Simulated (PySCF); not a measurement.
# S3: from HF to coupled cluster

Aim: at the PBE0 minimum of singlet S3, found before, compare methods on energies and levels.

Computed with PySCF 2.14.0. Level: several methods, basis S def2-TZVP, no relativity, density fitting.

## 1. Starting geometry

3 atoms, charge 0, spin multiplicity 1.

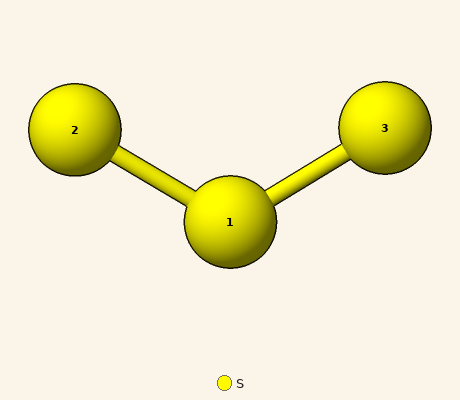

As it starts; sulfur yellow; atoms are numbered from 1 in the order of the file.

Coordinates in bohr (charge 0 multiplicity 1):
```
S     0.0000    0.0000   -1.2351
S     3.0855    0.0000    0.6176
S    -3.0855    0.0000    0.6176
```

## 2. PBE0

One driver script runs all steps and calls PySCF; scf.py shows the equivalent input of each level. Each SCF starts from the density of the minimum. The driver also runs the species with one electron less or more at the same geometry (one less: multiplicity 2, one more: multiplicity 2); their logs are not shown.

The input, scf.py:

```python
from pyscf import gto, scf, dft
mol = gto.M(atom='''
S     -0.000000     0.000000    -0.653607
S      1.632775    -0.000000     0.326803
S     -1.632775     0.000000     0.326803''',
    basis={'S': 'def2-TZVP'},
    charge=0, spin=0)
mf = dft.RKS(mol, xc='PBE0')
mf.grids.atom_grid = (99, 590)
aux = {'S': 'def2-universal-JKFIT'}
mf = mf.density_fit(auxbasis=aux)
mf.kernel()
```

The program printed:

```text
init E= -1194.18538115113
  HOMO = -0.278326387317761  LUMO = -0.15809575633428  gap/eV = 3.27164
cycle= 1 E= -1194.1853811514  delta_E= -2.65e-10  |g|= 5.24e-06  |ddm|= 3.79e-05
  HOMO = -0.278327078375132  LUMO = -0.158096557650239  gap/eV = 3.27164
Extra cycle  E= -1194.1853811514  delta_E= 4.55e-13  |g|= 4.92e-06  |ddm|= 7.16e-06
converged SCF energy = -1194.1853811514
```

This level, with the species of one electron less or more, took 12 s on 4 threads, shared host.

```
energy                        : -1194.185381 Eh
one electron less (charge +1) : -1193.830374 Eh (doublet, ⟨S²⟩ 0.85)
one electron more (charge -1) : -1194.266226 Eh (doublet, ⟨S²⟩ 0.76)
Mulliken charge of S1         : +0.25 e
```

## 3. HF

scf.py: that of step 2 with these lines changed.

```diff
@@ -8,2 +8 @@
-mf = dft.RKS(mol, xc='PBE0')
-mf.grids.atom_grid = (99, 590)
+mf = scf.RHF(mol)
```

The program printed:

```text
init E= -1192.56000751909
  HOMO = -0.34992405128714  LUMO = -0.0431596289246023  gap/eV = 8.34749
cycle= 1 E= -1192.58236339805  delta_E= -0.0224  |g|= 0.0691  |ddm|= 0.268
  HOMO = -0.364005467338754  LUMO = -0.0562340907530761  gap/eV = 8.37489
cycle= 2 E= -1192.5839447077  delta_E= -0.00158  |g|= 0.0318  |ddm|= 0.095
  HOMO = -0.362216692348545  LUMO = -0.0507625238347416  gap/eV = 8.47510
cycle= 3 E= -1192.58436875065  delta_E= -0.000424  |g|= 0.0177  |ddm|= 0.0404
  HOMO = -0.362687356596688  LUMO = -0.0507037427515904  gap/eV = 8.48951
cycle= 4 E= -1192.58453621935  delta_E= -0.000167  |g|= 0.00481  |ddm|= 0.0277
  HOMO = -0.363598772482987  LUMO = -0.0506521387515839  gap/eV = 8.51571
cycle= 5 E= -1192.58456692187  delta_E= -3.07e-05  |g|= 0.00185  |ddm|= 0.0145
  HOMO = -0.363557735065791  LUMO = -0.0504482661023253  gap/eV = 8.52014
cycle= 6 E= -1192.58457056399  delta_E= -3.64e-06  |g|= 0.000673  |ddm|= 0.00471
  HOMO = -0.363673994976368  LUMO = -0.0504508116229268  gap/eV = 8.52324
cycle= 7 E= -1192.58457120401  delta_E= -6.4e-07  |g|= 0.000132  |ddm|= 0.00249
  HOMO = -0.363687905284578  LUMO = -0.0504562763515004  gap/eV = 8.52347
cycle= 8 E= -1192.58457121806  delta_E= -1.41e-08  |g|= 4.78e-05  |ddm|= 0.000264
  HOMO = -0.363693879799493  LUMO = -0.0504577188254061  gap/eV = 8.52359
cycle= 9 E= -1192.58457122075  delta_E= -2.7e-09  |g|= 1.19e-05  |ddm|= 0.000128
  HOMO = -0.363693550154097  LUMO = -0.0504568137243879  gap/eV = 8.52361
cycle= 10 E= -1192.58457122089  delta_E= -1.36e-10  |g|= 2.24e-06  |ddm|= 3.16e-05
  HOMO = -0.363694014924372  LUMO = -0.0504570284420502  gap/eV = 8.52361
Extra cycle  E= -1192.58457122089  delta_E= -5.23e-12  |g|= 1.02e-06  |ddm|= 3.91e-06
converged SCF energy = -1192.58457122089
```

This level, with the species of one electron less or more, took 2.7 s.

* energy: -1192.584571 Eh
* one electron less (charge +1): -1192.289621 Eh (doublet, ⟨S²⟩ 1.50)
* one electron more (charge -1): -1192.665038 Eh (doublet, ⟨S²⟩ 0.78)
* Mulliken charge of S1: +0.33 e

## 4. PBE

scf.py: that of step 3 with these lines changed.

```diff
@@ -8 +8,2 @@
-mf = scf.RHF(mol)
+mf = dft.RKS(mol, xc='PBE')
+mf.grids.atom_grid = (99, 590)
```

The program printed:

```text
init E= -1194.10598315731
  HOMO = -0.235201421921523  LUMO = -0.182477786552329  gap/eV = 1.43468
cycle= 1 E= -1194.10867525807  delta_E= -0.00269  |g|= 0.038  |ddm|= 0.156
  HOMO = -0.2326386621133  LUMO = -0.176944690328966  gap/eV = 1.51551
cycle= 2 E= -1194.10588293173  delta_E= 0.00279  |g|= 0.105  |ddm|= 0.111
  HOMO = -0.233688203942695  LUMO = -0.179484054202604  gap/eV = 1.47497
cycle= 3 E= -1194.10909337157  delta_E= -0.00321  |g|= 0.00531  |ddm|= 0.0813
  HOMO = -0.234323889959228  LUMO = -0.180239217845244  gap/eV = 1.47172
cycle= 4 E= -1194.10910145223  delta_E= -8.08e-06  |g|= 0.00121  |ddm|= 0.00783
  HOMO = -0.234261607145421  LUMO = -0.180186015160995  gap/eV = 1.47147
cycle= 5 E= -1194.10910163243  delta_E= -1.8e-07  |g|= 0.000151  |ddm|= 0.000945
  HOMO = -0.234246812462979  LUMO = -0.180172528666731  gap/eV = 1.47144
cycle= 6 E= -1194.10910163768  delta_E= -5.25e-09  |g|= 7.87e-05  |ddm|= 0.00017
  HOMO = -0.234250545814638  LUMO = -0.18017592879653  gap/eV = 1.47145
cycle= 7 E= -1194.10910163894  delta_E= -1.27e-09  |g|= 3.54e-05  |ddm|= 8.21e-05
  HOMO = -0.234250635574187  LUMO = -0.180175966706713  gap/eV = 1.47145
cycle= 8 E= -1194.10910163937  delta_E= -4.25e-10  |g|= 1.3e-05  |ddm|= 4.93e-05
  HOMO = -0.234250590641356  LUMO = -0.180175829734754  gap/eV = 1.47145
Extra cycle  E= -1194.10910163738  delta_E= 1.99e-09  |g|= 7.25e-05  |ddm|= 8.79e-05
converged SCF energy = -1194.10910163738
```

This level, with the species of one electron less or more, took 26 s.

```
energy                        : -1194.109102 Eh
one electron less (charge +1) : -1193.759443 Eh (doublet, ⟨S²⟩ 0.75)
one electron more (charge -1) : -1194.178562 Eh (doublet, ⟨S²⟩ 0.75)
Mulliken charge of S1         : +0.22 e
```

## 5. CCSD(T)

scf.py: that of step 4 with these lines changed.

```diff
@@ -8,2 +8 @@
-mf = dft.RKS(mol, xc='PBE')
-mf.grids.atom_grid = (99, 590)
+mf = scf.RHF(mol)
@@ -12,0 +12,3 @@
+from pyscf import cc
+mycc = cc.CCSD(mf, frozen=15).run()
+mycc.ccsd_t()
```

The SCF cycles repeat those of step 3.

The program printed:

```text
CCSD nocc = 9, nmo = 96
Init t2, MP2 energy = -1193.10819143074  E_corr(MP2) -0.523620209842081
RCCSD converged
E(RCCSD) = -1193.13411317067  E_corr = -0.5495419497762426
RCCSD(T) correction = -0.0380593242208146
```

This level took 2.9 min.

```
energy                                                              : -1193.172172 Eh
MP2 correlation in its own fitting basis (same spin, opposite spin) : -0.52361 Eh (-0.13674, -0.38687)
CCSD, (T)                                                           : -0.54954, -0.03806 Eh; T1 0.022, D1 0.052
```

## 6. Comparison of the levels

| level | atomisation energy (kJ/mol) | vertical ionisation energy (eV) | vertical electron affinity (eV) | −ε(HOMO) (eV) | gap (eV) | dipole (D) | wall time |
| --- | --- | --- | --- | --- | --- | --- | --- |
| PBE0 | 694 | 9.66 | 2.20 | 7.57 | 3.27 | 0.50 | 12 s |
| HF | 207 | 8.03 | 2.19 | 9.90 | 8.52 | 0.73 | 2.7 s |
| PBE | 772 | 9.51 | 1.89 | 6.37 | 1.47 | 0.45 | 26 s |
| CCSD(T) | 623 | – | – | – | – | – | 2.9 min |

Times are for 4 threads, shared host; PBE0 starts from its own converged density, so its time is not comparable. A dash stands where a species or a free atom was not run at that level, or the quantity is not defined.

Atomisation goes to high-spin atoms in their ground configurations, run at the same level, without zero-point energy.

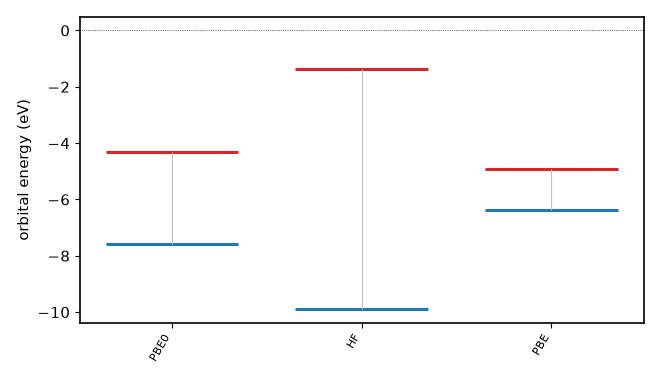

Highest occupied (blue) and lowest empty (red) levels by method.

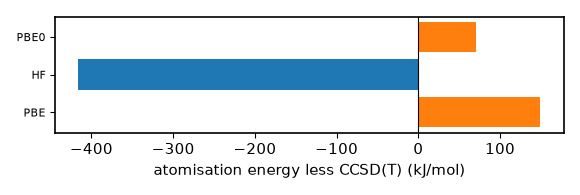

Deviation of the atomisation energy from CCSD(T).

## 7. Results

| quantity | value |
| --- | --- |
| atomisation energy, CCSD(T) in this basis | 623 kJ/mol |
| vertical ionisation energy, range | 8.03 (HF) to 9.66 (PBE0) eV |
| vertical electron affinity, range | 1.89 (PBE) to 2.20 (PBE0) eV |
| orbital gap, range | 1.47 (PBE) to 8.52 (HF) eV |
| T1, D1 | 0.022, 0.052 |

**Reading.** In atomisation energy the functionals lie from +71 kJ/mol (PBE0) to +149 kJ/mol (PBE) against CCSD(T). In a basis of this size CCSD(T) binds too weakly, often by tens of kJ/mol, while functionals are nearer their limits, so this ranks no functional. HF lacks the correlation that pairing electrons in bonds brings, so it binds too weakly, by 416 kJ/mol even against this CCSD(T). T1 is large, so single-reference CCSD(T) is itself in doubt here. Spin contamination is strong in at least one of the open-shell species at HF. Without diffuse functions electron affinities tend to come out too low.
